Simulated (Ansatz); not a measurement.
The calculation's input:

```
crystal:
  periodic: [false, false, false]
  atoms:
    - { symbol: Si, position_ang: [-0.058904, 0.170701, 0.155918] }
    - { symbol: "N", position_ang: [-0.032544, 0.076735, 1.951948] }
    - { symbol: H, position_ang: [-0.920687, 0.023967, 2.444149] }
    - { symbol: H, position_ang: [0.582624, 0.720637, 2.438445] }
    - { symbol: H, position_ang: [1.366881, 0.299168, -0.212547] }
    - { symbol: "N", position_ang: [-0.854785, 1.481193, -0.645538] }
    - { symbol: H, position_ang: [-1.861842, 1.502166, -0.746358] }
    - { symbol: H, position_ang: [-0.46906, 2.417269, -0.651607] }
    - { symbol: H, position_ang: [-0.819895, -1.021538, -0.275628] }
    - { symbol: F, position_ang: [1.338204, -2.191333, 0.721177] }
    - { symbol: H, position_ang: [1.007507, -1.869665, 1.53404] }
basis:
  gaussian: { orbitals: "6-31G*" }
hamiltonian:
  xc: r2scan
  dispersion: d4
relax:
  f_tol: 0.03
  max_steps: 50
output:
  orbitals: {}
```

Launched as:

```sh
ansatz run input.yaml --threads 2 --pin off --max-ram 3072MiB --backend cpu --events-out ev --progress --plain --runs-dir out
```

The fields are those of the run's last geometry, not of the input's.

Theory: Ansatz 0.2.0, RKS r2SCAN-D4/6-31G*.

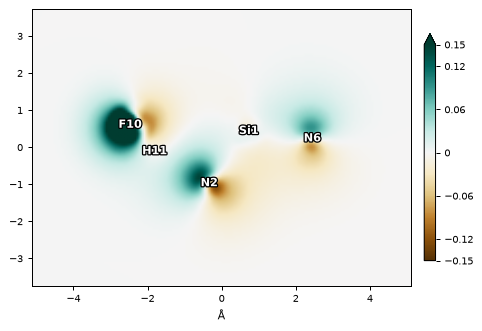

H6N2Si···HF. The HOMO−1 on the plane of atoms N2, Si1 and N6 (values in Å⁻³ᐟ²; the overall sign is arbitrary).

What is the character of this orbital?

It lies mainly on F10 (about 95 %); largely a lone pair of F10. Its energy is −7.30 eV.
